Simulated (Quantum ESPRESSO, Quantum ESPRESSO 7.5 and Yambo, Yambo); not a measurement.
# CdF2 (Fm-3m): G0W0 on several meshes in Yambo

Aim: the GW shift of CdF2 (Fm-3m) against the k mesh.

Program: Quantum ESPRESSO 7.5 and Yambo 5.3.0. Level of theory: PBE and many-body steps on it, plane waves. Results are calculated unless marked as measured.

**1. Set-up**

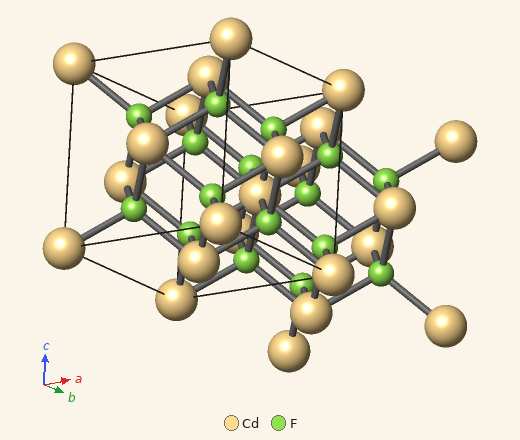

The starting structure, seen from a free direction (cadmium orange, fluorine green). 1×2×1 cells are drawn. This picture shows the conventional cell, with its axes. Some periodic images of atoms are drawn too.

The cell and positions come from the Crystallography Open Database and are kept as given unless a step says otherwise.

**2. Empty states on the mesh, 4×4×4 mesh, 478 bands**

This step: Quantum ESPRESSO 7.5; DFT, PBE, plane waves, norm-conserving pseudopotentials.

The sums over transitions need many empty states on a uniform mesh; this step solves for them.

Input file pw.in:

```
&control
  calculation = 'nscf'
  prefix = 'x'
  outdir = 'o'
  pseudo_dir = 'pseudo'
/
&system
  ibrav = 0
  nat = 3
  ntyp = 2
  ecutwfc = 94.0
  nbnd = 478
  force_symmorphic = .true.
/
&electrons
  conv_thr = 1e-9
  electron_maxstep = 80
  diago_full_acc = .true.
  diago_thr_init = 5e-6
/
ATOMIC_SPECIES
  Cd 112.41 Cd.upf
  F 18.998 F.upf
CELL_PARAMETERS angstrom
  0.0000000000 2.6940000000 2.6940000000
  2.6940000000 0.0000000000 2.6940000000
  2.6940000000 2.6940000000 -0.0000000000
ATOMIC_POSITIONS crystal
  Cd 0.0000000000 0.0000000000 0.0000000000
  F 0.2500000000 0.2500000000 0.2500000000
  F 0.7500000000 0.7500000000 0.7500000000
K_POINTS automatic
  4 4 4 0 0 0
```

Run with:

```console
$ OMP_NUM_THREADS=1 mpirun -n 4 pw.x -nk 4 -in pw.in > pw.out
```

The log of the run:

```text
Program PWSCF v.7.5 starts

     This program is part of the open-source Quantum ESPRESSO suite
     for quantum simulation of materials; please cite
         "P. Giannozzi et al., J. Phys.:Condens. Matter 21 395502 (2009);
         "P. Giannozzi et al., J. Phys.:Condens. Matter 29 465901 (2017);
         "P. Giannozzi et al., J. Chem. Phys. 152 154105 (2020);
     in publications or presentations arising from this work. More details at

     Atomic positions and unit cell read from directory:
     o/x.save/

     Message from routine setup:
[...]
77.7756  78.0206  79.5497  79.5497  79.7154  79.7154  80.7871  80.7871
     [... 48 further rows ...]
   291.4416 292.3405 292.6191 292.6191 293.1318 295.0307 295.0307 296.3639
   296.3639 296.7682 298.8677 299.4142 299.4142 300.0088

          k = 0.3536 0.0000 0.0000 (  4064 PWs)   bands (ev):

     [... further k-points ...]

     highest occupied, lowest unoccupied level (ev):     6.5299    9.6539

     XML data file, pseudopotentials, collected wavefunctions

=------------------------------------------------------------------------------=
   JOB DONE.
=------------------------------------------------------------------------------=
```

Run time: 50 s. Hardware: 4 MPI ranks of Intel Xeon 6975P-C (Granite Rapids), shared host; peak memory 0.99 GiB; 3.3 min of CPU time.

Numbers from this step:

| Quantity | Value |
| --- | --- |
| gap | 3.124 eV |
| k of the valence top | 0.25, -0.5, -0.25 |
| k of the conduction bottom | 0, 0, 0 |
| least direct gap | 3.619 eV |
| k points computed | 8 |
| lowest point of the top converged band, above the valence top | 290.2509 eV |

On this mesh the gap is 3.124 eV.

The density comes from a self-consistent run that is not shown.

**3. Conversion and set-up**

This step: Yambo 5.3.0; conversion and set-up on PBE, plane waves, norm-conserving pseudopotentials.

The states are converted to the many-body program's format and the q mesh is built.

Run with:

```console
$ (cd o/x.save; p2y > p2y.log; mv SAVE ../..); yambo > setup.log
```

The log of the run:

```text
 Yambo, version 5.3.0

 [02] CORE Variables Setup
 =========================

  [02.01] Unit cells
  ==================

  Cell kind             :  FCC
  Atoms in the cell     :  Cd  F
  number of Cd atoms    :  1
  number of F  atoms    :  2

  List of atomic masses
  Mass of Cd    :  112.4100
  Mass of F     :  18.99800

  List of atomic coordinates    : [cc]
  Cd1       :  0.000000  0.000000  0.000000  order 1
  F1       :  2.545461  2.545461  2.545461  order 2
  F2       :  7.636383  7.636383  7.636383  order 3

  Alat factors          :  5.090922  5.090922  5.090922 [a.u.]
[...]
==========================================

 IBZ Q-points                                      :   8
 BZ  Q-points                                      :   64

 K/Q-points units:
 rlu = crystal or reduced units; cc = cartesian coordinates; iku = interal k-units

 Q [1]          [rlu]:  0.000000  0.000000  0.000000
 Q [2]          [rlu]:  0.14198E-16 -0.27435E-16  0.25000
 Q [3]          [rlu]: -0.28396E-16  0.54870E-16 -0.50000
[...]
Q [7]          [rlu]: -0.13177E-16 -0.50000     -0.50000
 Q [8]          [rlu]:  0.250000 -0.500000 -0.250000

  [03.01] X indexes
  =================

   [03.01.01] Sigma indexes
   ========================

 [06] Game Over & Game summary
```

Wall time 3 s (1 MPI rank); peak memory 0.25 GiB.

**4. 4×4×4**

G0W0 replaces the xc potential by the self-energy, built once from these orbitals. Only a window of levels is corrected, while the sums run over the empty bands that the input names.

This step: G0W0 on PBE, plane waves, norm-conserving pseudopotentials.

Input file gw2.in:

```
HF_and_locXC
gw0
dyson
ppa
em1d
rim_cut
RandQpts= 1000000
RandGvec= 1 RL
EXXRLvcs= 94 Ry
VXCRLvcs= 376 Ry
Chimod= "HARTREE"
% BndsRnXp
 1 | 205 |
%
NGsBlkXp= 17 Ry
% LongDrXp
 1 | 1 | 1 |
%
% GbndRnge
 1 | 205 |
%
DysSolver= "n"
ExtendOut
PPAPntXp= 27.21138 eV
% QPkrange
 8 | 8 | 16 | 19 |
 1 | 1 | 16 | 19 |
%
```

Run with:

```console
$ OMP_NUM_THREADS=1 mpirun -n 4 yambo -F gw2.in -J gw2 -C gw2 > gw2.log
```

The log of the run:

```text
 Yambo, version 5.3.0

 [02] CORE Variables Setup
 =========================

  [... cell, symmetries and grids as in the set-up ...]

  [02.05] Energies & Occupations
  ==============================

  [X] === General ===
  [X] Electronic Temperature                        :  0.000000  0.000000 [eV K]
  [X] Bosonic    Temperature                        :  0.000000  0.000000 [eV K]
  [X] Finite Temperature mode                       : no
  [X] El. density                                   :  0.86947E+24 [cm-3]
  [X] Fermi Level                                   :  6.529887 [eV]

  [X] === Gaps and Widths ===
  [X] Conduction Band Min                           :  3.123994 [eV]
  [X] Valence Band Max                              :  0.000000 [eV]
  [X] Filled Bands                                  :  17
  [X] Empty Bands                                   :    18   478
  [X] Direct Gap                                    :  3.619366 [eV]
  [X] Direct Gap localized at k                     :  1
  [X] Indirect Gap                                  :  3.123994 [eV]
  [X] Indirect Gap between kpts                     :   8   1
  [X] Last valence band width                       :  0.495373 [eV]
  [X] 1st conduction band width                     :  4.976967 [eV]

 [03] Transferred momenta grid and indexing
 ==========================================

 IBZ Q-points                                      :   8
 BZ  Q-points                                      :   64

 K/Q-points units:
 rlu = crystal or reduced units; cc = cartesian coordinates; iku = interal k-units

 Q [1]          [rlu]:  0.000000  0.000000  0.000000
 Q [2]          [rlu]:  0.14198E-16 -0.27435E-16  0.25000
 Q [3]          [rlu]: -0.28396E-16  0.54870E-16 -0.50000
 Q [4]          [rlu]:  0.65886E-17  0.25000      0.25000
 Q [5]          [rlu]: -0.68688E-17  0.25000      0.50000
 Q [6]          [rlu]:  0.27115E-16  0.25000     -0.25000
 Q [7]          [rlu]: -0.13177E-16 -0.50000     -0.50000
 Q [8]          [rlu]:  0.250000 -0.500000 -0.250000

 [04] Coloumb potential Random Integration (RIM)
 ===============================================

  [04.01] RIM initialization
  ==========================

  * Diagonal components only detected *

  8 x (sBL volume)        :  0.117498 [a.u.]
  sBZ random points       :  1000000
  Points outside the sBZ  :   7999624
  RL volume               :  0.939984 [a.u.]
  Integrated volume       :  0.940028 [a.u.]

  [04.02] RIM integrals
  =====================

  Gamma point sphere radius             :  0.088844 [a.u.]
  Points outside the sphere             :   799635
  [Int_sBZ(q=0) 1/q^2]*(Vol_sBZ)^(-1/3) =:  7.763403
                                 should be <:  7.795600

  Summary of Coulomb integrals for non-metallic bands |Q|[au] RIM/Bare

  Q [1] 0.100000E-4 0.995870 * Q [2] 0.267211 1.065611
  Q [4] 0.308548 1.063726 * Q [6] 0.436353 1.025826
  Q [5] 0.511670 1.019349 * Q [3] 0.534422 1.016307
  Q [7] 0.617097 1.012926 * Q [8] 0.689935 1.009939

 [WARNING] [Xp] User bands 1-205 break level degeneracy

 [05] Dipoles
 ============

  [05.01] Setup: observables and procedures
  =========================================

 [06] Dynamic Dielectric Matrix (PPA)
 ====================================

 [WR./gw2//ndb.pp]---------------------------------------------------------------
  Brillouin Zone Q/K grids (IBZ/BZ)                :    8   64    8   64
  RL vectors                                       :   4957 [WF]
  Coulomb cutoff potential                         : none
  Electronic Temperature                           :  0.000000 [K]
  Bosonic    Temperature                           :  0.000000 [K]
  PPA    diel. fun.  energies                      : Perdew, Burke & Ernzerhof(X)+Perdew, Burke & Ernzerhof(C)
  wavefunctions                                    : Perdew, Burke & Ernzerhof(X)+Perdew, Burke & Ernzerhof(C)
  Global Gauge                                     : length
  X matrix size                                    :   339
  X band range                                     :    1  205
  X e/h energy range                               : -1.000000 -1.000000 [eV]
  X Time ordering                                  : R
  X Hxc Kernel                                     : HARTREE
  X Drude frequency                                :  0.000000  0.000000
  X poles                                          :  100.0000 [o/o]
  RL vectors in the sum                            :   4957
  [r,Vnl] included                                 : yes
  Field direction                                  :  0.577350E-5  0.577350E-5  0.577350E-5
  BZ energy Double Grid                            : no
  BZ energy DbGd points                            : 0
  BZ Q point size factor                           : -1.000000
  X Optical Averaged directions                    : none

 [07] Local Exchange-Correlation + Non-Local Fock
 ================================================

 [VXC] Plane waves :   32647
 [EXS] Plane waves :   4111

 QP @ state[ 1 ] K range:  1  1
 QP @ state[ 1 ] b range:  16  19
 QP @ state[ 2 ] K range:   8   8
 QP @ state[ 2 ] b range:  16  19

 [xc] Functional : Perdew, Burke & Ernzerhof(X)+Perdew, Burke & Ernzerhof(C)
 [xc] LIBXC used to calculate xc functional
  PP Number of Atomic Species                      :  2
  NLCC RL compoments                               :   32647
  PP Number of Atomic Species                      :  2
  NLCC RL compoments                               :   32647

 [xc] E_xc :  -24.65860 [Ha]
      E_xc :  -49.31721 [Ry]

  Local XC kind (lXC) : Perdew, Burke & Ernzerhof(X)+Perdew, Burke & Ernzerhof(C)
  Non-Local XC kind (nlXC) : Hartree-Fock

  Corrections @ K [1] :  [eV]
 <16|nlXC|16> = -32.28243  0.83992E-17 <16|lXC|16> = -24.99306  0.000000
 <17|nlXC|17> = -32.28237 -0.16456E-16 <17|lXC|17> = -24.99306  0.000000
 <18|nlXC|18> = -7.990550  0.16803E-17 <18|lXC|18> = -12.40280  0.000000
 <19|nlXC|19> = -4.689356 -0.82543E-18 <19|lXC|19> = -10.20232  0.94408E-16

  Corrections @ K [8] :  [eV]
 <16|nlXC|16> = -30.52773  0.14086E-16 <16|lXC|16> = -23.13818  0.18882E-15
 <17|nlXC|17> = -31.53442  0.92918E-17 <17|lXC|17> = -24.39237 -0.11801E-16
 <18|nlXC|18> = -10.76329  0.19865E-17 <18|lXC|18> = -16.75171  0.000000
 <19|nlXC|19> = -6.368119 -0.64711E-18 <19|lXC|19> = -10.95815  0.94408E-16

  [07.01] Hartree-Fock occupations report
  =======================================

  [Hartree-Fock] === General ===
  [Hartree-Fock] Electronic Temperature             :  0.000000  0.000000 [eV K]
  [Hartree-Fock] Bosonic    Temperature             :  0.000000  0.000000 [eV K]
  [Hartree-Fock] Finite Temperature mode            : no
  [Hartree-Fock] El. density                        :  0.86947E+24 [cm-3]
  [Hartree-Fock] Fermi Level                        :  6.529887 [eV]

  [Hartree-Fock] === Gaps and Widths ===
  [Hartree-Fock] Conduction Band Min                :  4.990525 [eV]
  [Hartree-Fock] Valence Band Max                   : -0.088828 [eV]
  [Hartree-Fock] Filled Bands                       :  17
  [Hartree-Fock] Empty Bands                        :    18   478
  [Hartree-Fock] Direct Gap                         :  5.439230 [eV]
  [Hartree-Fock] Direct Gap localized at k          :  2
  [Hartree-Fock] Indirect Gap                       :  5.079353 [eV]
  [Hartree-Fock] Indirect Gap between kpts          :   7   2
  [Hartree-Fock] Last valence band width            :  7.695860 [eV]
  [Hartree-Fock] 1st conduction band width          :  9.098857 [eV]

 [08] Dyson equation: Newton solver
 ==================================

  [08.01] G0W0 (W PPA)
  ====================

  [  GW  ] Bands range     :    1  205
  [GW/PPA] G damping       :  0.100000 [eV]

  QP @ state[ 1 ] K range:  1  1
  QP @ state[ 1 ] b range:  16  19
  QP @ state[ 2 ] K range:   8   8
  QP @ state[ 2 ] b range:  16  19

   Sc/G bands                                       :    1  205
   Sc/G damping                                     :  0.100000 ev
   Sc bands terminator                              : no
   Sx RL components                                 :   4111

   QP @ state[ 1 ] K range                          :  1  1
   QP @ state[ 1 ] b range                          :  16  19
   QP @ state[ 2 ] K range                          :   8   8
   QP @ state[ 2 ] b range                          :  16  19
   GF energies kind                                 : Perdew, Burke & Ernzerhof(X)+Perdew, Burke & Ernzerhof(C)
   GF WF`s kind                                     : Perdew, Burke & Ernzerhof(X)+Perdew, Burke & Ernzerhof(C)
   Xs energies kind                                 : Perdew, Burke & Ernzerhof(X)+Perdew, Burke & Ernzerhof(C)
   Xs WF`s kind                                     : Perdew, Burke & Ernzerhof(X)+Perdew, Burke & Ernzerhof(C)

 [11] Game Over & Game summary
```

It took 5 min on 4 MPI ranks; peak memory 1.9 GiB; 20 min of CPU time.

Numbers from this step:

| Quantity | Value |
| --- | --- |
| G0W0 gap on the points computed | 5.394 eV |
| starting gap on the mesh | 3.124 eV |
| k of the valence top | 0.25, -0.5, -0.25 |
| k of the conduction bottom | 0, 0, 0 |
| least direct G0W0 gap on the computed points | 6.155 eV |
| Z at the valence top | 0.7943 |
| Z at the conduction bottom | 0.8686 |

The gap on the mesh goes from 3.12 eV to 5.39 eV, a correction of +2.27 eV.

**5. Empty states on the mesh, 2×2×2 mesh, 205 bands**

This step: Quantum ESPRESSO 7.5; DFT, PBE, plane waves, norm-conserving pseudopotentials.

pw.in, as its differences from that of step 2:

```diff
@@ -11,3 +11,3 @@
   ecutwfc = 94.0
-  nbnd = 478
+  nbnd = 205
   force_symmorphic = .true.
@@ -32,2 +32,2 @@
 K_POINTS automatic
-  4 4 4 0 0 0
+  2 2 2 0 0 0
```

Run with:

```console
$ OMP_NUM_THREADS=1 mpirun -n 4 pw.x -nk 4 -in pw.in > pw.out
```

The log of the run:

```text
[banner, memory and clock lines left out]
Program PWSCF v.7.5 starts

     Atomic positions and unit cell read from directory:
     o/x.save/

     Message from routine setup:
     using ibrav=0 with symmetry is DISCOURAGED, use correct ibrav instead

     Message from routine divide_et_impera:
     suboptimal parallelization: some nodes have no k-points

     G-vector sticks info

     bravais-lattice index     =            0
     lattice parameter (alat)  =       7.1997  a.u.
     unit-cell volume          =     263.8878 (a.u.)^3
     number of atoms/cell      =            3
[...]
169.7429 169.7429 170.2170 170.2170 171.7330

          k =-0.3536-0.3536 0.3536 (  4092 PWs)   bands (ev):

[...]
[... 14 further rows ...]
[...]
165.7607 166.3660 166.3660 166.8700 166.8700

          k =-0.7071 0.0000 0.0000 (  4088 PWs)   bands (ev):

[...]
77.9952  77.9952  78.6680  78.6680  79.5503  80.5634  83.2863  83.4189
     [... 14 further rows ...]
   155.0374 155.2082 156.6264 156.6264 158.4283 158.4884 159.3551 161.2590
   161.2590 161.6489 161.6489 164.3502 165.1140

     highest occupied, lowest unoccupied level (ev):     6.4411    9.6539

     XML data file, pseudopotentials, collected wavefunctions
```

It took 8 s on 4 MPI ranks; peak memory 0.45 GiB.

Numbers from this step:

| Quantity | Value |
| --- | --- |
| gap | 3.213 eV |
| k of the valence top | 0, -0.5, -0.5 |
| k of the conduction bottom | 0, 0, 0 |
| least direct gap | 3.619 eV |
| k points computed | 3 |
| lowest point of the top converged band, above the valence top | 158.6729 eV |

On this mesh the gap is 3.213 eV.

**6. Conversion and set-up**

This step: Yambo 5.3.0; conversion and set-up on PBE, plane waves, norm-conserving pseudopotentials.

Run with:

```console
$ (cd o/x.save; p2y > p2y.log; mv SAVE ../..); yambo > setup.log
```

The log of the run:

```text
 Yambo, version 5.3.0

 [02] CORE Variables Setup
 =========================

  [02.01] Unit cells
  ==================

  Cell kind             :  FCC
  Atoms in the cell     :  Cd  F
  number of Cd atoms    :  1
  number of F  atoms    :  2

  List of atomic masses
  Mass of Cd    :  112.4100
  Mass of F     :  18.99800

  List of atomic coordinates    : [cc]
  Cd1       :  0.000000  0.000000  0.000000  order 1
  F1       :  2.545461  2.545461  2.545461  order 2
  F2       :  7.636383  7.636383  7.636383  order 3

  Alat factors          :  5.090922  5.090922  5.090922 [a.u.]
[...]
0.000000  0.000000  0.000000  0.000000  0.000000  0.000000  0.000000  0.000000

 [03] Transferred momenta grid and indexing
 ==========================================

 IBZ Q-points                                      :  3
 BZ  Q-points                                      :   8

 K/Q-points units:
 rlu = crystal or reduced units; cc = cartesian coordinates; iku = interal k-units

 Q [1]          [rlu]:  0.000000  0.000000  0.000000
 Q [2]          [rlu]: -0.28396E-16  0.54870E-16 -0.50000
 Q [3]          [rlu]: -0.13177E-16 -0.50000     -0.50000

  [03.01] X indexes
  =================

   [03.01.01] Sigma indexes
   ========================

 [06] Game Over & Game summary
```

It took 2.8 s on 1 MPI rank; peak memory 0.25 GiB.

[end of part 1 of 2]

[Paths, hosts, dates, memory and timing lines, banners, echoed tables and standing remarks are left out of the program output.]

[Logs are printed without paths, hosts, clocks, repeated set-up lines and the standing remarks that a program may print on its own settings, such as how far it seeks lower states.]

[Runs of the session that timed out or met a known fault of the program may be left out.]

[Hosts, paths, dates, database ids (printed as entryN), source tags and the programs' standing remarks are cut or masked in the printed files.]
